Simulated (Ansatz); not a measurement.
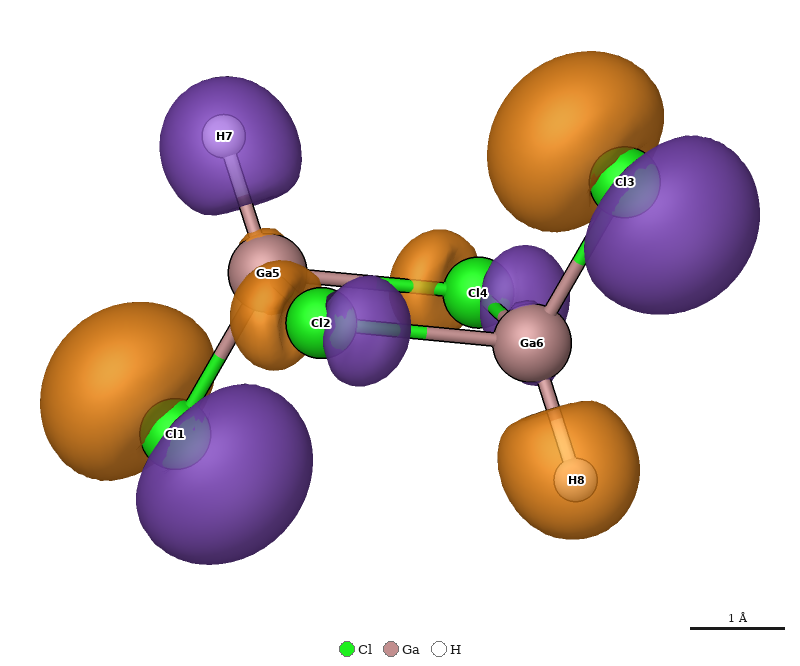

*Cl₄Ga₂H₂. One frontier orbital at ±0.1 Å⁻³ᐟ² (orange and purple are the two phases), seen at a tilt.*

Geometry: PBE0-D4/def2-SVP.

These are results of Ansatz 0.2.0, isolated molecule in a Gaussian basis; Kohn-Sham density functional theory, functional PBE0, not measurements.

```xyz
8

Cl    1.4894   -0.0559    3.0161
Cl   -1.2643    1.3202    1.1686
Cl   -1.9720    0.6203   -2.2810
Cl    0.7766   -0.7622   -0.4308
Ga   -0.1230   -0.6586    1.7436
Ga   -0.3613    1.2189   -1.0045
H    -1.1131   -1.8177    1.9897
H     0.6307    2.3772   -1.2468
```

**Which orbital is it: HOMO or LUMO?**

The HOMO, at −9.18 eV. It lies mainly on Cl1 (about 35 %) and Cl3 (about 35 %); it is ungerade (odd under inversion); largely a combination of lone pairs on Cl1 and Cl3.
